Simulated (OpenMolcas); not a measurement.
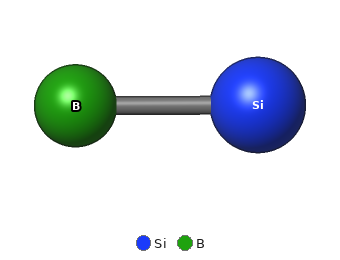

The molecule at the reference distance of 1.921 Å.

# Relativistic diatomic calculation: SiB (part 1 of 2)

- system: SiB.
- method: SA-CASSCF(7,8)/XMS-CASPT2 + RASSI spin-orbit (X2C scalar, AMFI), ANO-RCC-VTZP (OpenMolcas)

## Input
```
&GATEWAY
Coord
2
angstrom
Si 0.0 0.0 0.0
B 0.0 0.0 1.9210
Basis=ANO-RCC-VTZP
Group=XY
RX2C
AMFI
ANGMom
0.0 0.0 0.0
RICD
&SEWARD
&GUESSORB
&RASSCF
FileOrb=$CurrDir/o41.orb
Symmetry=1
Spin=4
nActEl=7 0 0
Inactive=4 2
RAS2=4 4
CIRoot=5 5 1
Linear
Iterations=120 100
OrbListing=Nothing
PRWF=0.15
>>COPY $Project.RasOrb $CurrDir/o41.orb
>>COPY $Project.rasscf.h5 $CurrDir/r41.h5
&CASPT2
XMultistate=all
Imaginary=0.2
IPEA=0.25
MaxIter=40
>>COPY $Project.JobMix JOB001
&RASSCF
FileOrb=$CurrDir/o22.orb
Symmetry=2
Spin=2
nActEl=7 0 0
Inactive=4 2
RAS2=4 4
CIRoot=6 6 1
Linear
Iterations=120 100
OrbListing=Nothing
PRWF=0.15
>>COPY $Project.RasOrb $CurrDir/o22.orb
>>COPY $Project.rasscf.h5 $CurrDir/r22.h5
&CASPT2
XMultistate=all
Imaginary=0.2
IPEA=0.25
MaxIter=40
>>COPY $Project.JobMix JOB002
&RASSCF
FileOrb=$CurrDir/o21.orb
Symmetry=1
Spin=2
nActEl=7 0 0
Inactive=4 2
RAS2=4 4
CIRoot=7 7 1
Linear
Iterations=120 100
OrbListing=Nothing
PRWF=0.15
>>COPY $Project.RasOrb $CurrDir/o21.orb
>>COPY $Project.rasscf.h5 $CurrDir/r21.h5
&CASPT2
XMultistate=all
Imaginary=0.2
IPEA=0.25
MaxIter=40
>>COPY $Project.JobMix JOB003
&RASSCF
FileOrb=$CurrDir/o42.orb
Symmetry=2
Spin=4
nActEl=7 0 0
Inactive=4 2
RAS2=4 4
CIRoot=4 4 1
Linear
Iterations=120 100
OrbListing=Nothing
PRWF=0.15
>>COPY $Project.RasOrb $CurrDir/o42.orb
>>COPY $Project.rasscf.h5 $CurrDir/r42.h5
&CASPT2
XMultistate=all
Imaginary=0.2
IPEA=0.25
MaxIter=40
>>COPY $Project.JobMix JOB004
&RASSCF
FileOrb=$CurrDir/o62.orb
Symmetry=2
Spin=6
nActEl=7 0 0
Inactive=4 2
RAS2=4 4
CIRoot=2 2 1
Linear
Iterations=120 100
OrbListing=Nothing
PRWF=0.15
>>COPY $Project.RasOrb $CurrDir/o62.orb
>>COPY $Project.rasscf.h5 $CurrDir/r62.h5
&CASPT2
XMultistate=all
Imaginary=0.2
IPEA=0.25
MaxIter=40
>>COPY $Project.JobMix JOB005
&RASSI
Nr of JobIphs=5 5 6 7 4 2
1 2 3 4 5
1 2 3 4 5 6
1 2 3 4 5 6 7
1 2 3 4
1 2
SpinOrbit
EJob
Omega
MEES
MESO
Properties=4
'AngMom' 3 'Mltpl  1' 1 'Mltpl  1' 2 'Mltpl  1' 3
Thrs=1.0d-4
>>COPY $Project.rassi.h5 $CurrDir/so.h5
```

The first orbital files come from an earlier step.

Command:
```bash
pymolcas m.inp (one call a module block, same work directory)
```

## The program's output (extracts)
```
++    Wave function specifications:
      Number of closed shell electrons          12
      Number of electrons in active shells       7
      Number of inactive orbitals                6
      Number of active orbitals                  8
      Number of secondary orbitals              50
      Spin quantum number                      1.5
      State symmetry                             1
++    Orbital specifications:
      Symmetry species                           1   2
                                                 a   b
      Frozen orbitals                            0   0
      Inactive orbitals                          4   2
      Active orbitals                            4   4
      RAS2 orbitals                              4   4
      Secondary orbitals                        26  24
      Number of basis functions                 34  30
      printout of CI-coefficients larger than  0.15 for root  1
      energy=    -314.140780
      conf/sym  1111 2222     Coeff  Weight
           120  0u22 00uu  -0.92783 0.86086
      printout of CI-coefficients larger than  0.15 for root  2
      energy=    -314.038235
      conf/sym  1111 2222     Coeff  Weight
           102  02u2 00uu  -0.78980 0.62379
           117  0u22 0uu0   0.35064 0.12295
           118  0u22 u00u  -0.35064 0.12295
      printout of CI-coefficients larger than  0.15 for root  3
      energy=    -314.023122
      conf/sym  1111 2222     Coeff  Weight
           116  0u22 u0u0  -0.65269 0.42600
           117  0u22 0uu0   0.20726 0.04296
           118  0u22 u00u   0.20726 0.04296
           119  0u22 0u0u   0.65269 0.42600
      printout of CI-coefficients larger than  0.15 for root  4
      energy=    -314.023122
      conf/sym  1111 2222     Coeff  Weight
           116  0u22 u0u0   0.20726 0.04296
           117  0u22 0uu0   0.65269 0.42600
           118  0u22 u00u   0.65269 0.42600
           119  0u22 0u0u  -0.20726 0.04296
      printout of CI-coefficients larger than  0.15 for root  5
      energy=    -314.019411
      conf/sym  1111 2222     Coeff  Weight
           116  0u22 u0u0  -0.68312 0.46665
           119  0u22 0u0u  -0.68312 0.46665
      Natural orbitals and occupation numbers for root  1
      sym 1:   0.029349   1.014262   1.904908   1.974022
      sym 2:   0.063584   0.063584   0.975145   0.975145
      Natural orbitals and occupation numbers for root  2
      sym 1:   0.031867   1.646113   1.247279   1.972460
      sym 2:   0.184902   0.184901   0.866239   0.866239
      Natural orbitals and occupation numbers for root  3
      sym 1:   0.021376   0.992049   1.929102   1.969652
      sym 2:   0.516247   0.516248   0.527662   0.527663
      Natural orbitals and occupation numbers for root  4
      sym 1:   0.021377   0.992049   1.929101   1.969652
      sym 2:   0.516247   0.516248   0.527663   0.527662
      Natural orbitals and occupation numbers for root  5
      sym 1:   0.021488   0.991214   1.922132   1.968303
      sym 2:   0.516896   0.516895   0.531537   0.531536
      RASSCF energy for state  5                   -314.01941056
::    RASSCF root number  1 Total energy:   -314.14077997
::    RASSCF root number  2 Total energy:   -314.03823494
::    RASSCF root number  3 Total energy:   -314.02312236
::    RASSCF root number  4 Total energy:   -314.02312236
::    RASSCF root number  5 Total energy:   -314.01941056
      Von Neumann Entropy (Root   1) =  1.99860
++    Wave function specifications:
      Number of closed shell electrons           6
      Number of electrons in active shells       7
      Number of inactive orbitals                3
      Number of active orbitals                  8
      Number of secondary orbitals              50
      Spin quantum number                      1.5
      State symmetry                             1
      Number of CSFs                           672
      Number of CASSCF root(s) available         5
      CASPT2 state passed to geometry opt.       5
      A file JOBMIX will be created
      This is a MULTI-STATE CASSCF reference
      Number of CI roots used                    5
      These are:                                 1   2   3   4   5
      Off-diagonal elements of Heff are computed
  FINAL CASPT2 RESULT:
      Reference energy:        -314.1407799718
      E2 (Non-variational):      -0.1138443932
      Shift correction:          -0.0019139648
      E2 (Variational):          -0.1157583579
      Total energy:            -314.2565383298
      Reference weight:           0.94284
  FINAL CASPT2 RESULT:
      Reference energy:        -314.0382349403
      E2 (Non-variational):      -0.1089855847
      Shift correction:          -0.0020267954
      E2 (Variational):          -0.1110123801
      Total energy:            -314.1492473204
      Reference weight:           0.94371
  FINAL CASPT2 RESULT:
      Reference energy:        -314.0231223591
      E2 (Non-variational):      -0.1119302621
      Shift correction:          -0.0016827410
      E2 (Variational):          -0.1136130031
      Total energy:            -314.1367353621
      Reference weight:           0.94611
  FINAL CASPT2 RESULT:
      Reference energy:        -314.0231223589
      E2 (Non-variational):      -0.1119701352
      Shift correction:          -0.0016904320
      E2 (Variational):          -0.1136605672
      Total energy:            -314.1367829260
      Reference weight:           0.94598
  FINAL CASPT2 RESULT:
      Reference energy:        -314.0194105639
      E2 (Non-variational):      -0.1116747275
      Shift correction:          -0.0016638442
      E2 (Variational):          -0.1133385717
      Total energy:            -314.1327491356
      Reference weight:           0.94640
       Total XMS-CASPT2 energies:
::    XMS-CASPT2 Root  1     Total energy:   -314.25649033
::    XMS-CASPT2 Root  2     Total energy:   -314.14929532
::    XMS-CASPT2 Root  3     Total energy:   -314.13678520
::    XMS-CASPT2 Root  4     Total energy:   -314.13673308
::    XMS-CASPT2 Root  5     Total energy:   -314.13274914
++    Wave function specifications:
      Number of closed shell electrons          12
      Number of electrons in active shells       7
      Number of inactive orbitals                6
      Number of active orbitals                  8
      Number of secondary orbitals              50
      Spin quantum number                      0.5
      State symmetry                             2
      printout of CI-coefficients larger than  0.15 for root  1
      energy=    -314.112737
      conf/sym  1111 2222     Coeff  Weight
           398  0202 002u   0.19837 0.03935
           453  0022 200u   0.15846 0.02511
           458  0022 002u  -0.88230 0.77846
      printout of CI-coefficients larger than  0.15 for root  2
      energy=    -314.112737
      conf/sym  1111 2222     Coeff  Weight
           404  0202 00u2   0.19837 0.03935
           449  0022 02u0  -0.15846 0.02511
           464  0022 00u2  -0.88230 0.77846
      printout of CI-coefficients larger than  0.15 for root  3
      energy=    -314.068486
      conf/sym  1111 2222     Coeff  Weight
            37  0222 u000  -0.17468 0.03051
            39  0222 00u0   0.91608 0.83921
      printout of CI-coefficients larger than  0.15 for root  4
      energy=    -314.068486
      conf/sym  1111 2222     Coeff  Weight
            38  0222 0u00  -0.17468 0.03051
            40  0222 000u   0.91608 0.83921
      printout of CI-coefficients larger than  0.15 for root  5
      energy=    -314.032248
      conf/sym  1111 2222     Coeff  Weight
           438  0ud2 002u  -0.19228 0.03697
           452  0022 0u20   0.47081 0.22166
           460  0022 u0ud  -0.46218 0.21361
           821  0uu2 002d   0.59008 0.34820
      printout of CI-coefficients larger than  0.15 for root  6
      energy=    -314.032248
      conf/sym  1111 2222     Coeff  Weight
           397  0202 0udu   0.15946 0.02543
           444  0ud2 00u2   0.19228 0.03697
           457  0022 0udu  -0.44654 0.19940
           461  0022 0uud  -0.15093 0.02278
           462  0022 u002   0.47081 0.22166
           824  0uu2 00d2  -0.59008 0.34820
      Natural orbitals and occupation numbers for root  1
      sym 1:   0.019965   0.199775   1.799239   1.970687
      sym 2:   0.146879   0.070632   1.835074   0.957749
      Natural orbitals and occupation numbers for root  2
      sym 1:   0.019965   0.199775   1.799239   1.970687
      sym 2:   0.070632   0.146879   0.957749   1.835074
      Natural orbitals and occupation numbers for root  3
      sym 1:   0.030865   1.922065   1.857036   1.967175
      sym 2:   0.060023   0.057287   0.998035   0.107515
      Natural orbitals and occupation numbers for root  4
      sym 1:   0.030865   1.922065   1.857036   1.967175
      sym 2:   0.057287   0.060023   0.107515   0.998035
      Natural orbitals and occupation numbers for root  5
      sym 1:   0.025197   0.576173   1.421601   1.954972
      sym 2:   0.382401   0.302269   1.616358   0.721030
      Natural orbitals and occupation numbers for root  6
      sym 1:   0.025197   0.576173   1.421601   1.954972
      sym 2:   0.302269   0.382401   0.721030   1.616358
      RASSCF energy for state  6                   -314.03224823
::    RASSCF root number  1 Total energy:   -314.11273744
::    RASSCF root number  2 Total energy:   -314.11273744
::    RASSCF root number  3 Total energy:   -314.06848628
::    RASSCF root number  4 Total energy:   -314.06848628
::    RASSCF root number  5 Total energy:   -314.03224823
::    RASSCF root number  6 Total energy:   -314.03224823
      Von Neumann Entropy (Root   1) =  1.62625
++    Wave function specifications:
      Number of closed shell electrons           6
      Number of electrons in active shells       7
      Number of inactive orbitals                3
      Number of active orbitals                  8
      Number of secondary orbitals              50
      Spin quantum number                      0.5
      State symmetry                             2
      Number of CSFs                          1176
      Number of CASSCF root(s) available         6
      CASPT2 state passed to geometry opt.       6
      A file JOBMIX will be created
      This is a MULTI-STATE CASSCF reference
      Number of CI roots used                    6
      These are:                                 1   2   3   4   5   6
      Off-diagonal elements of Heff are computed
  FINAL CASPT2 RESULT:
      Reference energy:        -314.1127374361
      E2 (Non-variational):      -0.1148498618
      Shift correction:          -0.0020141956
      E2 (Variational):          -0.1168640574
      Total energy:            -314.2296014934
      Reference weight:           0.94140
  FINAL CASPT2 RESULT:
      Reference energy:        -314.1127374360
      E2 (Non-variational):      -0.1148498618
      Shift correction:          -0.0020141956
      E2 (Variational):          -0.1168640574
      Total energy:            -314.2296014935
      Reference weight:           0.94140
  FINAL CASPT2 RESULT:
      Reference energy:        -314.0684862760
      E2 (Non-variational):      -0.1206147026
      Shift correction:          -0.0022439815
      E2 (Variational):          -0.1228586842
      Total energy:            -314.1913449601
      Reference weight:           0.93739
  FINAL CASPT2 RESULT:
      Reference energy:        -314.0684862758
      E2 (Non-variational):      -0.1206147029
      Shift correction:          -0.0022439815
      E2 (Variational):          -0.1228586844
      Total energy:            -314.1913449602
      Reference weight:           0.93739
  FINAL CASPT2 RESULT:
      Reference energy:        -314.0322482292
      E2 (Non-variational):      -0.1124347442
      Shift correction:          -0.0027179852
      E2 (Variational):          -0.1151527294
      Total energy:            -314.1474009586
      Reference weight:           0.93758
  FINAL CASPT2 RESULT:
      Reference energy:        -314.0322482291
      E2 (Non-variational):      -0.1124347444
      Shift correction:          -0.0027179852
      E2 (Variational):          -0.1151527296
      Total energy:            -314.1474009587
      Reference weight:           0.93758
       Total XMS-CASPT2 energies:
::    XMS-CASPT2 Root  1     Total energy:   -314.22893365
::    XMS-CASPT2 Root  2     Total energy:   -314.22893365
::    XMS-CASPT2 Root  3     Total energy:   -314.19184999
::    XMS-CASPT2 Root  4     Total energy:   -314.19184999
::    XMS-CASPT2 Root  5     Total energy:   -314.14756377
::    XMS-CASPT2 Root  6     Total energy:   -314.14756377
++    Wave function specifications:
      Number of closed shell electrons          12
      Number of electrons in active shells       7
      Number of inactive orbitals                6
      Number of active orbitals                  8
      Number of secondary orbitals              50
      Spin quantum number                      0.5
      State symmetry                             1
      printout of CI-coefficients larger than  0.15 for root  1
      energy=    -314.106242
      conf/sym  1111 2222     Coeff  Weight
           320  0u22 00du   0.81492 0.66410
           323  0u22 00ud  -0.47049 0.22136
      printout of CI-coefficients larger than  0.15 for root  2
      energy=    -314.106077
      conf/sym  1111 2222     Coeff  Weight
           317  0u22 0020   0.31691 0.10043
           320  0u22 00du  -0.41115 0.16904
           323  0u22 00ud  -0.71213 0.50713
           324  0u22 0002  -0.31691 0.10043
      printout of CI-coefficients larger than  0.15 for root  3
      energy=    -314.106077
      conf/sym  1111 2222     Coeff  Weight
           317  0u22 0020   0.58145 0.33809
           320  0u22 00du   0.22408 0.05021
           323  0u22 00ud   0.38813 0.15065
           324  0u22 0002  -0.58145 0.33809
      printout of CI-coefficients larger than  0.15 for root  4
      energy=    -314.095860
      conf/sym  1111 2222     Coeff  Weight
           317  0u22 0020   0.65019 0.42275
           324  0u22 0002   0.65019 0.42275
      printout of CI-coefficients larger than  0.15 for root  5
      energy=    -314.013634
      conf/sym  1111 2222     Coeff  Weight
           272  02u2 00du  -0.18282 0.03342
           313  0u22 d0u0  -0.25801 0.06657
           315  0u22 u0d0  -0.60431 0.36519
           319  0u22 0d0u  -0.25801 0.06657
           322  0u22 0u0d  -0.60431 0.36519
      printout of CI-coefficients larger than  0.15 for root  6
      energy=    -313.988156
      conf/sym  1111 2222     Coeff  Weight
           272  02u2 00du  -0.27766 0.07710
           275  02u2 00ud  -0.48092 0.23129
           313  0u22 d0u0   0.35402 0.12533
           315  0u22 u0d0  -0.40693 0.16559
           319  0u22 0d0u  -0.35402 0.12533
           322  0u22 0u0d   0.40693 0.16559
      printout of CI-coefficients larger than  0.15 for root  7
      energy=    -313.988156
      conf/sym  1111 2222     Coeff  Weight
           269  02u2 0020   0.39267 0.15419
           276  02u2 0002  -0.39267 0.15419
           314  0u22 0du0   0.35402 0.12533
           316  0u22 0ud0  -0.40693 0.16559
           318  0u22 d00u   0.35402 0.12533
           321  0u22 u00d  -0.40693 0.16559
      Natural orbitals and occupation numbers for root  1
      sym 1:   0.038538   1.004595   1.918433   1.973955
      sym 2:   0.061640   0.061640   0.970599   0.970599
      Natural orbitals and occupation numbers for root  2
      sym 1:   0.026882   1.004697   1.923282   1.975872
      sym 2:   0.079175   0.079175   0.955459   0.955458
      Natural orbitals and occupation numbers for root  3
      sym 1:   0.026882   1.004697   1.923282   1.975872
      sym 2:   0.079175   0.079175   0.955459   0.955459
      Natural orbitals and occupation numbers for root  4
      sym 1:   0.027468   1.002476   1.897820   1.957785
      sym 2:   0.083203   0.083203   0.974022   0.974022
      Natural orbitals and occupation numbers for root  5
  SPIN-FREE ENERGIES:
  (Shifted by EMIN (a.u.) =       -314.2564903301)
 SF State       Relative EMIN(au)   Rel lowest level(eV)    D:o, cm**(-1)      Abs_M
     1             0.0000000000        0.0000000000              0.0000         0.0
     6             0.0275566827        0.7498555365           6047.9928         1.0
     7             0.0275566827        0.7498555365           6047.9928         1.0
    12             0.0292703229        0.7964860609           6424.0933         2.0
    13             0.0295503924        0.8041071414           6485.5615         2.0
    14             0.0296429000        0.8066244017           6505.8646         0.0
    15             0.0426905515        1.1616690863           9369.4931         0.0
     8             0.0646403391        1.7589532343          14186.9146         1.0
     9             0.0646403391        1.7589532343          14186.9146         1.0
    19             0.0832816581        2.2662093657          18278.2112         1.0
    20             0.0832816784        2.2662099169          18278.2157         1.0
     2             0.1071950100        2.9169248208          23526.5853         0.0
    10             0.1089265561        2.9640425904          23906.6157         1.0
    11             0.1089265561        2.9640425904          23906.6157         1.0
     3             0.1197051263        3.2573424264          26272.2385         2.0
     4             0.1197572457        3.2587606691          26283.6774         2.0
    21             0.1199417614        3.2637815955          26324.1739         1.0
    22             0.1199417719        3.2637818814          26324.1762         1.0
    16             0.1230046848        3.3471279873          26996.4078         0.0
     5             0.1237411945        3.3671694385          27158.0531         0.0
    23             0.1394333969        3.7941760183          30602.0934         1.0
    24             0.1394334025        3.7941761705          30602.0946         1.0
    17             0.1447424051        3.9386414907          31767.2860         2.0
    18             0.1448625306        3.9419102718          31793.6505         2.0
```

(Continued in part 2.) Outcome of the run: converged; components of a degenerate state are split by 26 cm⁻¹.
